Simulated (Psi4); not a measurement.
# triplet BNH3F3 at 4 levels

Aim: a comparison of 4 runs (U-wB97X/cc-pVDZ, UBHLYP/cc-pVDZ, UCAM-B3LYP/cc-pVDZ, UM06-2X/cc-pVDZ) of triplet BNH3F3. 

The results are computed with Psi4 1.11.

1 further run of the same task is left out (set aside as unsound or not needed).

### Step 1. Starting point

BNH3F3: 8 atoms, total charge 0, spin state triplet. As SMILES of the parent species, `[NH3+][B-](F)(F)F`. The shape is that of a PBE0-D4/def2-TZVP optimisation. That shape belongs to the parent species and isn't relaxed for this state.

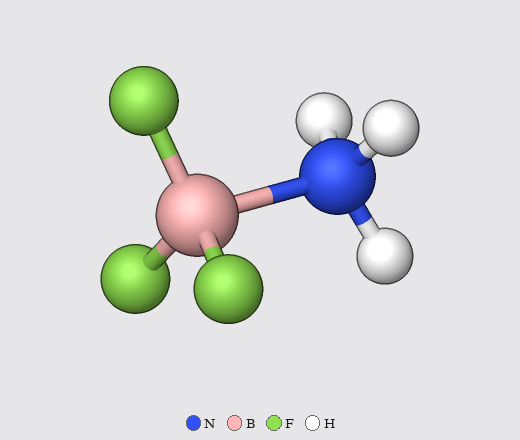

The structure, seen from a chosen angle (nitrogen blue, boron pink, fluorine green, hydrogen white).

### Step 2. Energy and gradient at U-wB97X/cc-pVDZ (run 1)

The input, bf3h3n_ase.py:

```python
import numpy as np
from ase.calculators.psi4 import Psi4
from ase import Atoms

a = Atoms(['N', 'B', 'F', 'F', 'F', 'H', 'H', 'H'], positions=[
    [-0.501800, -0.052400, 0.645700],
    [0.531500, 0.038700, -0.668100],
    [1.521100, -0.860400, -0.378100],
    [-0.251400, -0.312100, -1.733900],
    [0.943600, 1.343300, -0.679400],
    [-1.280300, 0.587300, 0.522000],
    [-0.006300, 0.194600, 1.496700],
    [-0.864300, -0.996100, 0.739300],
])
calc = Psi4(atoms=a, method='wb97x', basis='cc-pVDZ', memory='1600MB', num_threads=1, charge=0, multiplicity=3, label='psi4-calc', reference='uks')
calc.psi4.set_options({'puream': True, 'e_convergence': 1e-09, 'd_convergence': 1e-08, 'scf_type': 'pk', 'dft_radial_points': 99, 'dft_spherical_points': 590, 'maxiter': 200})
a.calc = calc

forces = a.get_forces()
print(f'energy: {a.get_potential_energy():.6f} eV')
print('forces / eV A^-1')
print(np.round(forces, 5))
```

On the command line:

```bash
$ python bf3h3n_ase.py
```

psi4-calc.dat:

```text
[...]
  Running in c1 symmetry.
[...]
  Nuclear repulsion =  191.439123084637203
[...]
  Multiplicity = 3
[...]
  Nalpha       = 22
  Nbeta        = 20
[...]
    Number of basis functions: 85
[...]
   @UKS iter   1:  -380.61996455201074   -4.21171e-01   5.95036e-03 DIIS/ADIIS
[...]
   @UKS iter  14:  -380.72163711322395   -4.09273e-12   6.79787e-09 DIIS
[...]
   @S^2 Observed:                2.006496494E+00
[...]
  @UKS Final Energy:  -380.72163711322395
   => Energetics <=
    Nuclear Repulsion Energy =            191.4391230846372025
    One-Electron Energy =                -906.1909793945178535
    Two-Electron Energy =                 365.1893231185091508
    DFT Exchange-Correlation Energy =     -31.1591039218524593
    Empirical Dispersion Energy =           0.0000000000000000
    VV10 Nonlocal Energy =                  0.0000000000000000
    Total Energy =                       -380.7216371132239487
[...]
 Multipole Moments:
 ------------------------------------------------------------------------------------
     Multipole            Electronic (a.u.)      Nuclear  (a.u.)        Total (a.u.)
 ------------------------------------------------------------------------------------
 L = 1.  Multiply by 2.5417464519 to convert [e a0] to [Debye]
 Dipole X            :          4.0694118           -4.1662771           -0.0968653
 Dipole Y            :          0.3592789           -0.3675062           -0.0082273
 Dipole Z            :         -5.1750428            5.2976523            0.1226095
 Magnitude           :                                                    0.1564726
[...]
  -Total Gradient:
     Atom            X                  Y                   Z
    ------   -----------------  -----------------  -----------------
       1        0.004983420613     0.000449562411    -0.006352670851
       2       -0.042348345331    -0.003751449940     0.053864047780
       3        0.007573146304     0.000956747032    -0.010091390783
       4        0.008065668560     0.000790616169    -0.009713658801
       5        0.007732749278     0.000348798980    -0.010004625195
       6        0.041511387716    -0.042663580812     0.020041243312
       7       -0.041801586874    -0.016977332366    -0.043679274605
       8        0.014300526332     0.060867525190     0.005839765433
[...]
```

On the terminal:

```text
energy: -10359.963435 eV
forces / eV A^-1
[[-0.25626 -0.02312  0.32667]
 [ 2.17764  0.19291 -2.7698 ]
 [-0.38943 -0.0492   0.51892]
 [-0.41475 -0.04066  0.4995 ]
 [-0.39763 -0.01794  0.51446]
 [-2.1346   2.19385 -1.03056]
 [ 2.14952  0.87301  2.24608]
 [-0.73536 -3.12993 -0.30029]]
```

Run time: 32 s. Hardware: 1 thread of Intel Xeon 6975P-C (Granite Rapids), shared host; peak memory 0.87 GiB.

### Step 3. Energy and gradient at UBHLYP/cc-pVDZ (run 2)

The input, run.py:

```python
import numpy as np
from ase.calculators.psi4 import Psi4
from ase import Atoms

mol = Atoms(['N', 'B', 'F', 'F', 'F', 'H', 'H', 'H'], positions=[
    [-0.501800, -0.052400, 0.645700],
    [0.531500, 0.038700, -0.668100],
    [1.521100, -0.860400, -0.378100],
    [-0.251400, -0.312100, -1.733900],
    [0.943600, 1.343300, -0.679400],
    [-1.280300, 0.587300, 0.522000],
    [-0.006300, 0.194600, 1.496700],
    [-0.864300, -0.996100, 0.739300],
])
calc = Psi4(atoms=mol, method='bhhlyp', basis='cc-pVDZ', memory='1600MB', num_threads=1, charge=0, multiplicity=3, label='psi4-calc', reference='uks')
calc.psi4.set_options({'puream': True, 'e_convergence': 1e-09, 'd_convergence': 1e-08, 'scf_type': 'pk', 'dft_radial_points': 99, 'dft_spherical_points': 590, 'maxiter': 200})
mol.calc = calc

forces = mol.get_forces()
print(f'energy: {mol.get_potential_energy():.6f} eV')
print('forces / eV A^-1')
print(np.round(forces, 5))
```

On the command line:

```bash
$ python run.py
```

psi4-calc.dat:

```text
[...]
  Running in c1 symmetry.
[...]
  Nuclear repulsion =  191.439123084637203
[...]
  Multiplicity = 3
[...]
  Nalpha       = 22
  Nbeta        = 20
[...]
    Number of basis functions: 85
[...]
   @UKS iter   1:  -380.56413753322295   -3.94382e-01   5.82776e-03 ADIIS/DIIS
[...]
   @UKS iter  13:  -380.66144732481990   -4.09273e-12   5.03514e-09 DIIS
[...]
   @S^2 Observed:                2.009311686E+00
[...]
  @UKS Final Energy:  -380.66144732481990
   => Energetics <=
    Nuclear Repulsion Energy =            191.4391230846372025
    One-Electron Energy =                -906.3282313849492766
    Two-Electron Energy =                 356.7157039835967112
    DFT Exchange-Correlation Energy =     -22.4880430081045581
    Empirical Dispersion Energy =           0.0000000000000000
    VV10 Nonlocal Energy =                  0.0000000000000000
    Total Energy =                       -380.6614473248199033
[...]
 Multipole Moments:
 ------------------------------------------------------------------------------------
     Multipole            Electronic (a.u.)      Nuclear  (a.u.)        Total (a.u.)
 ------------------------------------------------------------------------------------
 L = 1.  Multiply by 2.5417464519 to convert [e a0] to [Debye]
 Dipole X            :          3.9509620           -4.1662771           -0.2153152
 Dipole Y            :          0.3487951           -0.3675062           -0.0187111
 Dipole Z            :         -5.0243734            5.2976523            0.2732789
 Magnitude           :                                                    0.3484137
[...]
  -Total Gradient:
     Atom            X                  Y                   Z
    ------   -----------------  -----------------  -----------------
       1        0.020685002381     0.001833204493    -0.026315525337
       2       -0.058627354551    -0.005185978799     0.074558576933
       3        0.020315999498    -0.009507088893    -0.008108105810
       4        0.000000145559    -0.003227105311    -0.023651827215
       5        0.013702073360     0.015762665417    -0.011562783272
       6        0.035736567599    -0.040153933207     0.022637712797
       7       -0.042142350647    -0.016141619930    -0.036929122808
       8        0.010301785365     0.056625613740     0.009360456525
[...]
```

The script printed:

```text
energy: -10358.325588 eV
forces / eV A^-1
[[-1.06367e+00 -9.42700e-02  1.35320e+00]
 [ 3.01474e+00  2.66670e-01 -3.83396e+00]
 [-1.04469e+00  4.88870e-01  4.16940e-01]
 [-1.00000e-05  1.65940e-01  1.21623e+00]
 [-7.04590e-01 -8.10550e-01  5.94580e-01]
 [-1.83765e+00  2.06480e+00 -1.16408e+00]
 [ 2.16705e+00  8.30040e-01  1.89897e+00]
 [-5.29740e-01 -2.91181e+00 -4.81330e-01]]
```

Wall time 24 s (1 thread of Intel Xeon 6975P-C (Granite Rapids), shared host); peak memory 0.82 GiB.

Run 3 isn't shown in full; the table further down has it.

### Step 4. A single-point energy at UM06-2X/cc-pVDZ (run 4)

The input, bf3h3n.xyz:

```xyz
8
BF3H3N
N     -0.501800    -0.052400     0.645700
B      0.531500     0.038700    -0.668100
F      1.521100    -0.860400    -0.378100
F     -0.251400    -0.312100    -1.733900
F      0.943600     1.343300    -0.679400
H     -1.280300     0.587300     0.522000
H     -0.006300     0.194600     1.496700
H     -0.864300    -0.996100     0.739300
```

The input, bf3h3n.py:

```python
import psi4

psi4.set_memory('1600 MB')
psi4.set_num_threads(1)
psi4.set_output_file('psi4.out', False)

with open('bf3h3n.xyz') as f:
    atoms = ''.join(f.readlines()[2:])
molecule = psi4.geometry('0 3\n' + atoms + 'symmetry c1\nno_reorient\nno_com')

psi4.set_options({
    'basis': 'cc-pVDZ',
    'reference': 'uks',
    'puream': True,
    'e_convergence': 1e-09,
    'd_convergence': 1e-08,
    'scf_type': 'pk',
    'dft_radial_points': 99,
    'dft_spherical_points': 590,
    'maxiter': 200,
})

result, w = psi4.energy("m06-2x", molecule=molecule, return_wfn=True)
psi4.oeprop(w, "MULLIKEN_CHARGES", "QUADRUPOLE", "LOWDIN_CHARGES", title="M06-2X")
print(f'm06-2x energy: {result:.10f} Eh')
```

On the command line:

```bash
$ python bf3h3n.py
```

psi4.out:

```text
[...]
  Running in c1 symmetry.
[...]
  Nuclear repulsion =  191.439123084637203
[...]
  Multiplicity = 3
[...]
  Nalpha       = 22
  Nbeta        = 20
[...]
    Number of basis functions: 85
[...]
   @UKS iter   1:  -380.60631945016030   -3.64634e-01   5.30733e-03 ADIIS/DIIS
[...]
   @UKS iter  13:  -380.68949471036126   -2.84217e-12   3.71735e-09 DIIS
[...]
   @S^2 Observed:                2.007562184E+00
[...]
  @UKS Final Energy:  -380.68949471036126
   => Energetics <=
    Nuclear Repulsion Energy =            191.4391230846372025
    One-Electron Energy =                -906.0369757105112285
    Two-Electron Energy =                 354.7323198417194590
    DFT Exchange-Correlation Energy =     -20.8239619262067492
    Empirical Dispersion Energy =           0.0000000000000000
    VV10 Nonlocal Energy =                  0.0000000000000000
    Total Energy =                       -380.6894947103612594
[...]
 Multipole Moments:
 ------------------------------------------------------------------------------------
     Multipole            Electronic (a.u.)      Nuclear  (a.u.)        Total (a.u.)
 ------------------------------------------------------------------------------------
 L = 1.  Multiply by 2.5417464519 to convert [e a0] to [Debye]
 Dipole X            :        -32.0784050           31.9622608           -0.1161442
 Dipole Y            :         -2.1825795            2.1726181           -0.0099614
 Dipole Z            :         40.1813343          -40.0342259            0.1471084
 Magnitude           :                                                    0.1876955
 L = 2.  Multiply by 1.3450342976 to convert [e a0^2] to [Debye ang]
 Quadrupole XX       :       -147.9065148          124.8703501          -23.0361647
 Quadrupole XY       :         -2.5801083            2.6065094            0.0264011
[...]
  Mulliken Charges: (a.u.)
   Center  Symbol    Alpha    Beta     Spin     Total
       1     N     3.49572  3.03107  0.46465  0.47320
       2     B     2.33798  2.38784 -0.04986  0.27418
       3     F     4.62381  4.47173  0.15208 -0.09554
       4     F     4.62388  4.47163  0.15225 -0.09551
       5     F     4.62387  4.47166  0.15221 -0.09553
       6     H     0.76477  0.38872  0.37605 -0.15350
       7     H     0.76499  0.38867  0.37633 -0.15366
       8     H     0.76497  0.38867  0.37631 -0.15364
   Total alpha = 22.00000, Total beta = 20.00000, Total charge = -0.00000
[...]
```

The script printed:

```text
m06-2x energy: -380.6894947104 Eh
```

Run time: 35 s. Hardware: 1 thread of Intel Xeon 6975P-C (Granite Rapids), shared host; peak memory 1.1 GiB.

### Step 5. The series

```tsv
run	level	task	energy (Eh)	dipole moment (D)	HOMO energy (eV)	⟨S²⟩	wall time
1	U-wB97X/cc-pVDZ	gradient	-380.721637	0.40	-3.42	2.006	32 s
2	UBHLYP/cc-pVDZ	gradient	-380.661447	0.89	-2.56	2.009	24 s
3	UCAM-B3LYP/cc-pVDZ	gradient	-380.714343	0.39	-2.81	2.006	34 s
4	UM06-2X/cc-pVDZ	energy	-380.689495	0.48	-2.96	2.008	35 s
```

### Step 6. What came out

```
                                 quantity          value
                      run 4: total energy  -380.68949 Eh
                     run 4: dipole moment         0.48 D
run 4: HOMO energy (highest over α and β)       -2.96 eV
                              run 4: ⟨S²⟩          2.008
```

**Reading.** The dipole moment (its size) runs from 0.39 D (UCAM-B3LYP/cc-pVDZ) to 0.89 D (UBHLYP/cc-pVDZ). Totals of different functionals can't be ranked against each other. All runs together took 2.1 min, the longest 35 s.
